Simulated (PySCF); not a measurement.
**Two runs on SiP2NH7**

System: SiP2NH7.
Method of run 1: GIAO PBE0/pcSseg-2 NMR shielding, non-relativistic, gas phase (PySCF 2.14.0).

The geometry comes from this level: PBE0-D3(BJ)/def2-SVP. Text and figures count atoms from 1; the logs count them from 0 in places.

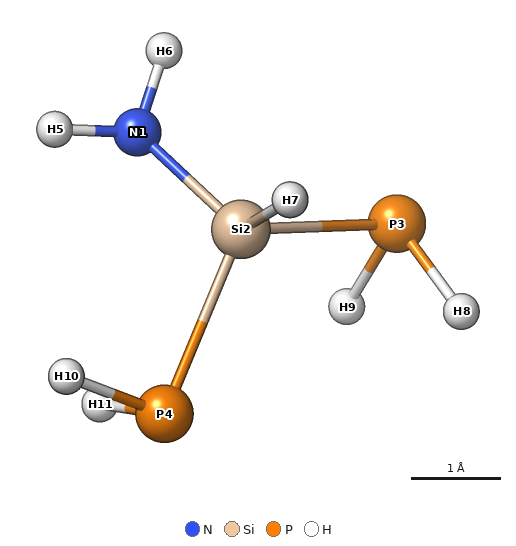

Figure 1. The structure as given in the input (ball-and-stick view, seen at a tilt; atoms are numbered from 1 in the order of the input).

### The input, run 1
```
{"job": {"kind": "nmr", "xc": "PBE0", "basis": "pcSseg-2", "pop": false}, "charge": 0, "multiplicity": 1}
N     -0.541974    -1.230811     0.997154
Si    -0.223179    -0.304593    -0.430528
P      2.025760    -0.081035    -0.524755
P     -1.279026     1.695223    -0.349712
H     -1.496619    -1.341563     1.321617
H      0.000163    -2.071624     1.172236
H     -0.628527    -0.919464    -1.740918
H      1.978814     0.731952    -1.698379
H      2.062662     1.030577     0.372103
H     -2.575440     1.120834    -0.149671
H     -1.031437     1.848363     1.049845
```

The first line tells a small driver script what to run in PySCF; the rest is the geometry in Å.

Launched with:
```bash
OMP_NUM_THREADS=1 python <driver script> task.json out
```

Hardware: 1 CPU thread, shared host.

### Output (run 1)
```
coarse grid: 10280 points
cycle   1  E = -1030.7744666321  dE =  1.023e-02  |g| = 4.276e-01  |ddm| = 2.361e+00
cycle   2  E = -1030.7426795887  dE =  3.179e-02  |g| = 5.694e-01  |ddm| = 6.349e-01
cycle   3  E = -1030.8119154648  dE = -6.924e-02  |g| = 6.266e-02  |ddm| = 3.961e-01
cycle   4  E = -1030.8128079381  dE = -8.925e-04  |g| = 2.042e-02  |ddm| = 7.976e-02
cycle   5  E = -1030.8129119396  dE = -1.040e-04  |g| = 3.867e-03  |ddm| = 2.487e-02
cycle   6  E = -1030.8129148949  dE = -2.955e-06  |g| = 1.456e-03  |ddm| = 5.907e-03
final grid: 84376 points
cycle   7  E = -1030.8249957893  dE = -4.472e-05  |g| = 5.934e-03  |ddm| = 2.574e-02
cycle   8  E = -1030.8249887581  dE =  7.031e-06  |g| = 8.326e-03  |ddm| = 9.354e-03
cycle   9  E = -1030.8250034803  dE = -1.472e-05  |g| = 6.783e-04  |ddm| = 5.235e-03
cycle  10  E = -1030.8250035815  dE = -1.012e-07  |g| = 1.867e-04  |ddm| = 8.099e-04
cycle  11  E = -1030.8250035894  dE = -7.859e-09  |g| = 4.920e-05  |ddm| = 2.071e-04
cycle  12  E = -1030.8250035899  dE = -5.448e-10  |g| = 1.333e-05  |ddm| = 6.564e-05
converged SCF energy = -1030.8250035899

GIAO shielding tensors (ppm)
atom      isotropic    diamagn.    paramagn.     s11        s22        s33       span
  0 N      235.609     317.520     -81.912    200.474    244.581    261.770     61.296
  1 Si     349.878     878.996    -529.118    288.434    342.694    418.505    130.071
  2 P      565.372     967.025    -401.653    506.131    565.783    624.201    118.071
  3 P      557.903     967.219    -409.316    510.425    569.939    593.346     82.920
  4 H       30.861      31.891      -1.030     23.498     27.711     41.375     17.877
  5 H       30.605      31.304      -0.699     22.893     27.078     41.845     18.952
  6 H       25.519      29.472      -3.954     22.757     23.559     30.240      7.483
  7 H       29.575      29.675      -0.100     25.155     26.760     36.810     11.654
  8 H       29.462      30.417      -0.955     25.102     27.816     35.470     10.368
  9 H       29.082      30.175      -1.093     24.556     26.411     36.278     11.722
 10 H       29.414      30.688      -1.273     25.455     27.336     35.453      9.998
```

The input of run 2 differs as follows (lines with − go, lines with + come):
```diff
-"xc": "PBE0"
+"xc": "BHandHLYP"
```

Predict how the results change.

The total energies belong to different methods, so their difference says nothing on which is more stable or more accurate. The HOMO goes from −7.32 to −8.24 eV. The LUMO goes from −0.08 to 0.59 eV. Of all shieldings, the largest change is that of P3, by −9.1 ppm. The functional changes from PBE0 to BHandHLYP. The number of SCF iterations is the same.

### Output (run 2)
```
coarse grid: 10280 points
cycle   1  E = -1031.1847686344  dE = -3.690e-03  |g| = 3.798e-01  |ddm| = 2.324e+00
cycle   2  E = -1031.1949383964  dE = -1.017e-02  |g| = 3.542e-01  |ddm| = 4.580e-01
cycle   3  E = -1031.2204776193  dE = -2.554e-02  |g| = 4.925e-02  |ddm| = 2.174e-01
cycle   4  E = -1031.2210711442  dE = -5.935e-04  |g| = 1.462e-02  |ddm| = 5.764e-02
cycle   5  E = -1031.2211322424  dE = -6.110e-05  |g| = 4.511e-03  |ddm| = 1.865e-02
cycle   6  E = -1031.2211373285  dE = -5.086e-06  |g| = 8.057e-04  |ddm| = 6.146e-03
final grid: 84376 points
cycle   7  E = -1031.2283817826  dE = -1.178e-05  |g| = 2.099e-03  |ddm| = 1.219e-02
cycle   8  E = -1031.2283818510  dE = -6.848e-08  |g| = 1.932e-03  |ddm| = 2.420e-03
cycle   9  E = -1031.2283825673  dE = -7.163e-07  |g| = 2.572e-04  |ddm| = 1.086e-03
cycle  10  E = -1031.2283825810  dE = -1.369e-08  |g| = 7.176e-05  |ddm| = 2.482e-04
cycle  11  E = -1031.2283825823  dE = -1.297e-09  |g| = 1.988e-05  |ddm| = 9.176e-05
cycle  12  E = -1031.2283825824  dE = -1.164e-10  |g| = 4.753e-06  |ddm| = 2.467e-05
converged SCF energy = -1031.2283825824

GIAO shielding tensors (ppm)
atom      isotropic    diamagn.    paramagn.     s11        s22        s33       span
  0 N      237.703     317.311     -79.608    203.185    247.455    262.470     59.285
  1 Si     353.683     877.589    -523.906    294.612    348.509    417.927    123.315
  2 P      556.290     966.458    -410.168    499.301    553.507    616.062    116.761
  3 P      549.048     966.642    -417.594    506.043    562.359    578.742     72.699
  4 H       30.978      32.213      -1.235     23.530     27.780     41.625     18.095
  5 H       30.757      31.634      -0.877     23.016     27.242     42.013     18.997
  6 H       26.134      29.660      -3.526     23.400     24.147     30.856      7.456
  7 H       29.882      30.041      -0.159     25.577     27.063     37.007     11.430
  8 H       29.767      30.805      -1.038     25.492     28.122     35.689     10.197
  9 H       29.437      30.535      -1.098     25.036     26.783     36.494     11.458
 10 H       29.699      31.044      -1.345     25.751     27.669     35.677      9.926
```

### The two runs side by side

| quantity | run 1 | run 2 |
| --- | --- | --- |
| outcome | converged | converged |
| total energy (hartree) | −1030.825004 | −1031.228383 |
| HOMO (eV) | −7.32 | −8.24 |
| LUMO (eV) | −0.08 | 0.59 |
| dipole moment (D) | 1.77 | 1.76 |
| shielding of N1 (ppm) | 235.6 | 237.7 |
| shielding of Si2 (ppm) | 349.9 | 353.7 |
| shielding of P3 (ppm) | 565.4 | 556.3 |
| shielding of P4 (ppm) | 557.9 | 549.0 |
| shielding of H7 (ppm) | 25.5 | 26.1 |
| shielding of H8 (ppm) | 29.6 | 29.9 |
| shielding of H10 (ppm) | 29.1 | 29.4 |
| SCF iterations | 12 | 12 |
| basis functions | 263 | 263 |
| wall time (shared host) | 25 s | 27 s |
